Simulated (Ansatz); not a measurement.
# SiH3Br (SMILES [SiH3]Br) at FCI/STO-3G

What is the vertical ionisation energy of SiH3Br at FCI/STO-3G? 

The results are computed with Ansatz 0.2.0.

56 further runs of the same task are left out: 6 that didn't finish, 50 set aside as unsound or not needed.

## 1. The molecule

The species is SiH3Br (5 atoms), meant as a singlet with charge 0. SMILES: `[SiH3]Br`. The shape is that of a PBE0-D4/def2-TZVP optimisation.

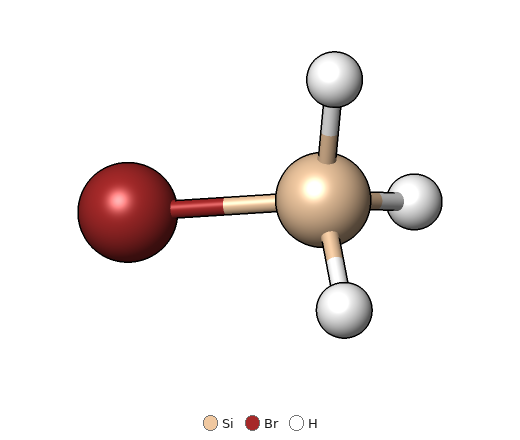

The structure, seen from a chosen angle (silicon light orange, bromine red, hydrogen white).

## 2. The energy at FCI/STO-3G

The input, in.yaml:

```yaml
crystal:
  periodic: [false, false, false]
  atoms:
    - {symbol: Si, position_ang: [-0.147420, 0.056100, -0.043220]}
    - {symbol: Br, position_ang: [1.853020, -0.705130, 0.543250]}
    - {symbol: H, position_ang: [-1.064550, -0.105170, 1.107850]}
    - {symbol: H, position_ang: [-0.625550, -0.731350, -1.202270]}
    - {symbol: H, position_ang: [-0.015510, 1.485560, -0.405610]}
basis:
  gaussian: {orbitals: STO-3G}
accuracy: high
correlation: {method: fci, frozen_orbitals: {Br: 9, H: 0, Si: 5}}
```

The run is started by

```bash
$ ansatz run in.yaml --threads 1 --pin off --max-ram 3480MiB --events-out events.jsonl --progress --plain --runs-dir runs
```

Log:

```text
Warning: RAYON_NUM_THREADS=1 ignored (pool sized by the plan → 1); use --threads N
Functional definition: HF
  name "HF"
  exchange = exact_x
  correlation = 0
441 factors; integrals over basis functions are off by at most 9.1e-9 eV
mean field evaluation 1: about -77063.0843 eV, gradient 1.3e1 eV
mean field evaluation 2: about -77063.1024 eV, gradient 1.3e1 eV
mean field evaluation 4: about -77064.0508 eV, gradient 5.4e-1 eV
mean field evaluation 8: about -77064.0525 eV, gradient 1.3e-6 eV
mean field -77064.05251989 eV, -2832.0516942151 hartree, gradient 3.4e-8 eV, S^2 0.000000; 0 other end points of the search recorded, 0 dependent functions left out
14 core orbitals not correlated: weight in the atoms' cores, before any rotation towards them, 1.000 or more for the frozen orbitals, at most 0.000 for the correlated occupied ones
reference -77064.05251989 eV, -2832.0516942151 hartree; 12, 12 occupied and 4, 4 virtual orbitals, 441 factors
state -77065.90314258 eV, -2832.1197033446 hartree
Total energy: -77065.90314258 eV, -2832.1197033446 hartree
```

It took 4.8 s on 1 thread of Arm Neoverse V1, shared host; peak memory 0.21 GiB.

## 3. The doublet cation, same level

The input, job.yaml:

```yaml
crystal:
  periodic: [false, false, false]
  atoms:
    - {symbol: Si, position_ang: [-0.147420, 0.056100, -0.043220]}
    - {symbol: Br, position_ang: [1.853020, -0.705130, 0.543250]}
    - {symbol: H, position_ang: [-1.064550, -0.105170, 1.107850]}
    - {symbol: H, position_ang: [-0.625550, -0.731350, -1.202270]}
    - {symbol: H, position_ang: [-0.015510, 1.485560, -0.405610]}
basis:
  gaussian:
    orbitals: STO-3G
total_charge: 1
magnetization:
  spin_polarized: true
  initial_magnetization: 1
correlation:
  method: fci
  frozen_orbitals: {Br: 9, H: 0, Si: 5}
accuracy: high
```

The run is started by

```bash
$ ansatz run job.yaml --threads 1 --pin off --max-ram 3480MiB --events-out events.jsonl --progress --plain --runs-dir runs
```

Log (excerpt; [...] marks lines left out):

```text
Warning: RAYON_NUM_THREADS=1 ignored (pool sized by the plan → 1); use --threads N
[... 2 set-up lines as earlier in the session ...]
[...]
441 factors; integrals over basis functions are off by at most 9.1e-9 eV
[...]
mean field -77056.48614548 eV, -2831.7736350840 hartree, gradient 4.8e-8 eV, S^2 0.752275; 10 other end points of the search recorded, 0 dependent functions left out
14 core orbitals not correlated: weight in the atoms' cores, before any rotation towards them, 1.000 or more for the frozen orbitals, at most 0.000 for the correlated occupied ones
reference -77056.47148668 eV, -2831.7730963832 hartree; 12, 11 occupied and 4, 5 virtual orbitals, 441 factors
state -77058.31897543 eV, -2831.8409903426 hartree
Total energy: -77058.31897543 eV, -2831.8409903426 hartree
```

Run time: 38 s. Hardware: 1 thread of Arm Neoverse V1, shared host; peak memory 0.54 GiB.

## 4. Outcome

At FCI/STO-3G, 14 core orbitals frozen:

| quantity | value |
| --- | --- |
| singlet SiH3Br: total energy | -2832.11970 Eh |
| singlet SiH3Br: correlation energy (14 core orbitals frozen) | -68.0 mEh |
| doublet cation: total energy | -2831.84099 Eh |
| doublet cation: correlation energy (14 core orbitals frozen) | -67.9 mEh |
| vertical ionisation energy (to the doublet cation) | 7.584 eV |

What this shows: The vertical ionisation energy comes to 7.58 eV (175 kcal/mol). In a minimal basis such a difference can be off by several eV, whatever the method.
